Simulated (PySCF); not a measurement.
## Electronic structure of C₄H₁₀ClGeN in real space

The calculation's input:

```
{"job": {"kind": "uv", "xc": "wB97X-D", "basis": "def2-SVPD", "nstates": 8, "ntriplets": 3}, "charge": 0, "multiplicity": 1}
C     -1.470254    -0.199682     1.687277
C     -1.111467    -0.019612     0.424158
C     -1.468241    -0.988021    -0.662013
C     -0.298787     1.153562    -0.008173
Ge     1.686203     0.790317     0.120613
N      2.350206    -0.691646    -0.701217
Cl     2.716942     2.380199    -0.804423
H     -2.044531    -1.054692     2.000753
H     -1.206495     0.508966     2.454731
H     -1.934151    -1.882111    -0.256310
H     -0.574176    -1.273270    -1.218462
H     -2.159935    -0.524385    -1.365786
H     -0.499290     2.017644     0.623405
H     -0.525910     1.427124    -1.039473
H      2.149616     0.650592     1.560090
H      2.019664    -1.587084    -0.374289
H      2.363609    -0.695870    -1.711280
```

Command:

```sh
OMP_NUM_THREADS=1 python probes_run.py task.json out
```

Geometry: GFN2-xTB.

These are results of PySCF 2.14.0, wB97X-D/def2-SVPD, SCF density, gas phase, not measurements.

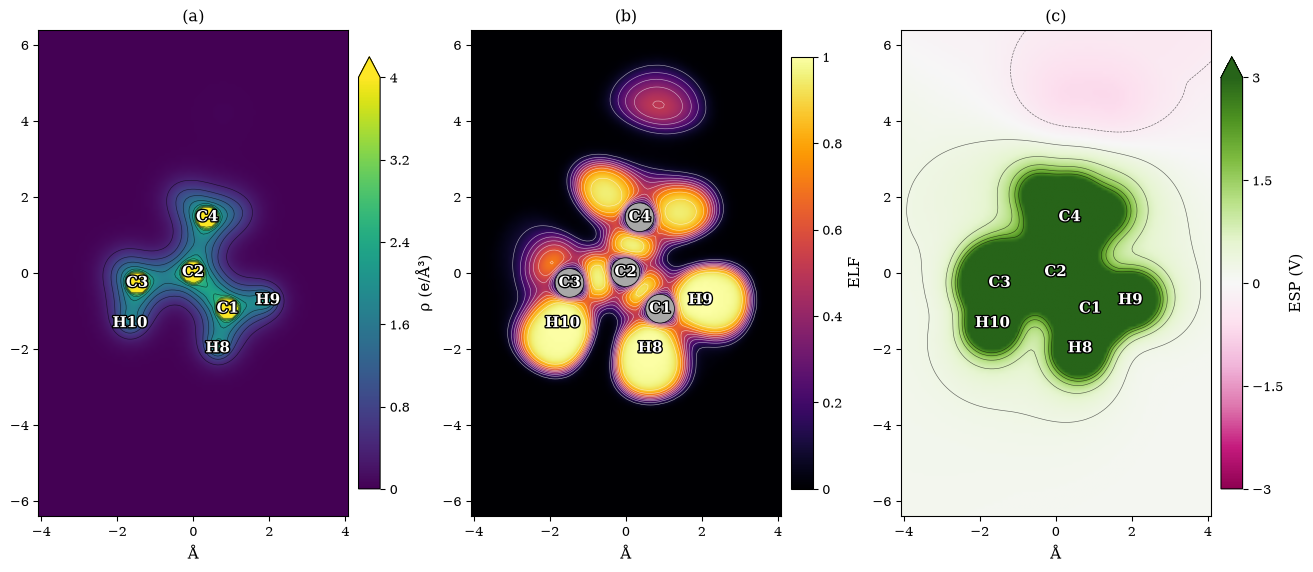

Figure 1. (a) electron density; (b) ELF; (c) molecular electrostatic potential on the plane of atoms C1, C2 and C4. Grey discs cover the atomic cores in the ELF map.

**What does the map show?**

The section cuts through C and H sites.
C–C (1.33 Å): the density is about 2.3 e/Å³ at the midpoint; the ELF peaks at about 0.95 between the atoms; a multiple bond.
C–C (1.49 Å): the density is about 1.7 e/Å³ at the midpoint; the ELF peaks at about 0.95 between the atoms (a covalent bond).
C–H (1.08 Å): the density is about 2 e/Å³ at the midpoint; the ELF climbs to about 1 towards the hydrogen, as it does in any bond to H (an ordinary covalent bond to hydrogen).
Outside the dense part of the molecule the potential is most negative (−0.7 V) near Cl7, which lies off the plane.

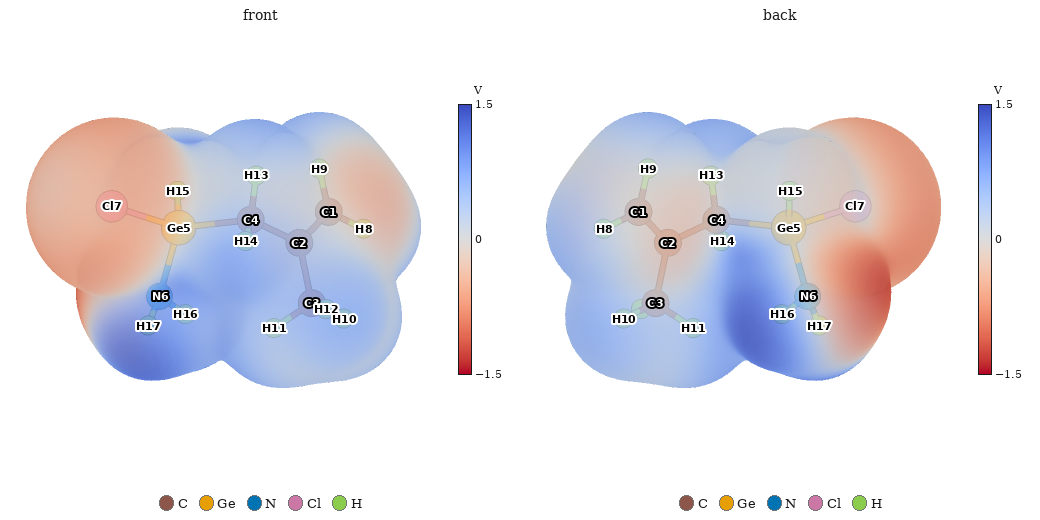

Figure 2. The electrostatic potential painted on the density surface at 0.001 e/bohr³, seen from the front and from behind; the colour scale runs from red (negative) to blue (positive).

**Describe the electrostatic potential map.**

The most negative region (about −1.2 V) lies over N6, the most positive (about +1.4 V) over H16. N6 is the likeliest acceptor of a hydrogen bond.
